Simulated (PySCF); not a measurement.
Consider C5H8O2 (SMILES C=C[C@H](C)C(=O)O).

```json
{"atom": "C", "x (Å)": "2.2512", "y (Å)": "-0.0093", "z (Å)": "0.2257"}
{"atom": "C", "x (Å)": "1.0756", "y (Å)": "-0.3296", "z (Å)": "-0.3130"}
{"atom": "C", "x (Å)": "-0.2638", "y (Å)": "-0.0502", "z (Å)": "0.3182"}
{"atom": "C", "x (Å)": "-1.1041", "y (Å)": "-1.3155", "z (Å)": "0.4443"}
{"atom": "C", "x (Å)": "-0.9764", "y (Å)": "0.9768", "z (Å)": "-0.5415"}
{"atom": "O", "x (Å)": "-1.7319", "y (Å)": "0.7208", "z (Å)": "-1.4417"}
{"atom": "O", "x (Å)": "-0.6396", "y (Å)": "2.2289", "z (Å)": "-0.2115"}
{"atom": "H", "x (Å)": "2.3157", "y (Å)": "0.4990", "z (Å)": "1.1929"}
{"atom": "H", "x (Å)": "3.1914", "y (Å)": "-0.2433", "z (Å)": "-0.2803"}
{"atom": "H", "x (Å)": "1.0383", "y (Å)": "-0.8349", "z (Å)": "-1.2865"}
{"atom": "H", "x (Å)": "-0.0926", "y (Å)": "0.4092", "z (Å)": "1.3044"}
{"atom": "H", "x (Å)": "-1.3150", "y (Å)": "-1.7325", "z (Å)": "-0.5510"}
{"atom": "H", "x (Å)": "-2.0701", "y (Å)": "-1.1038", "z (Å)": "0.9261"}
{"atom": "H", "x (Å)": "-0.5720", "y (Å)": "-2.0697", "z (Å)": "1.0408"}
{"atom": "H", "x (Å)": "-1.0992", "y (Å)": "2.8111", "z (Å)": "-0.8364"}
```

Geometry: PBE0-D3(BJ)/def2-SVP.

Method: CAM-B3LYP/def2-SVPD, SCF density, gas phase (PySCF 2.14.0).

> What can the converged electron density and electron localisation function tell about the bonding?

C–O (1.20 Å): the density is about 3.4 e/Å³ at the midpoint; the ELF peaks at about 0.85 between the atoms: a short, multiple covalent bond.
O–H (0.97 Å): ρ is about 3.7 e/Å³ halfway; the ELF climbs to about 1 towards the hydrogen, as it does in any bond to H: an ordinary covalent bond to hydrogen.
C–O (1.34 Å): the density is about 2.5 e/Å³ at the midpoint; the ELF peaks at about 0.90 between the atoms (a polar covalent bond).
C–C (1.52 Å): the density is about 1.7 e/Å³ at the midpoint; the ELF peaks at about 1 between the atoms (a covalent bond).

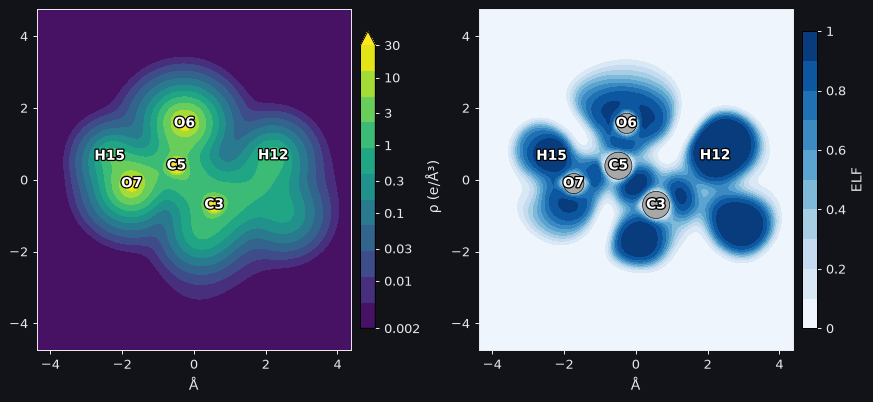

Computed electron density and electron localisation function on the plane of atoms C5, O7 and H15, in this order. Grey discs cover the atomic cores in the ELF map. 
